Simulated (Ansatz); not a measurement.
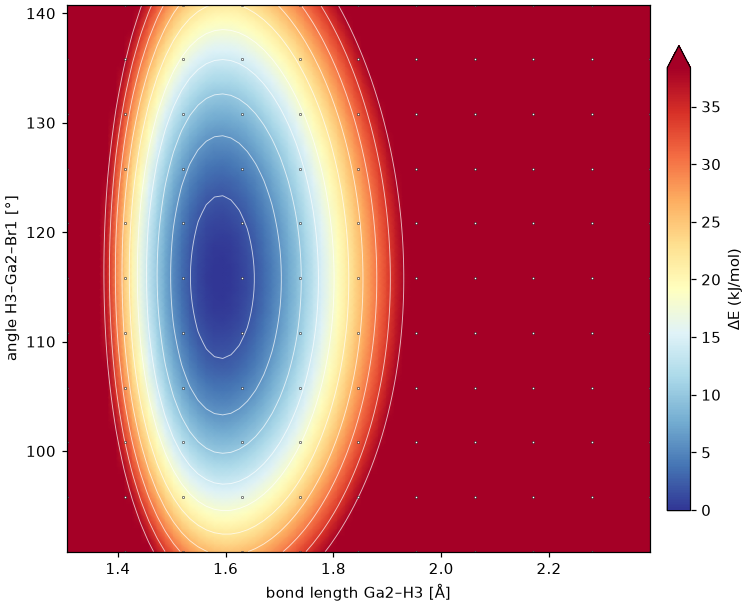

BrGaH, SMILES [GaH][Br], spin multiplicity 2. The first coordinate is: bond length Ga2–H3; the second: angle H3–Ga2–Br1. Nothing is relaxed (all other coordinates rigid). The scan uses an 11 × 11 grid. Points are written as (first, second). Energies: kJ/mol, counted from the relaxed molecule at the same level. All numbers below come from Ansatz, UKS r2SCAN0-D4/def2-TZVP.

Drawn: a smooth colour map with a few white contour lines, dots at the grid points, one colour for all values above the top of the scale. Between grid points the surface is interpolated.

Question: Estimate the position of the minimum and the force constants in these coordinates.

Answer: The interpolated minimum is at bond length Ga2–H3 ≈ 1.592 Å, angle H3–Ga2–Br1 ≈ 115.8°. The curvatures there are about 12 eV/Å² and 2.5 eV/rad², with a cross term of about 0 eV/(Å·rad). Round the minimum the two coordinates are nearly uncoupled. (1 eV is 96.5 kJ/mol.)
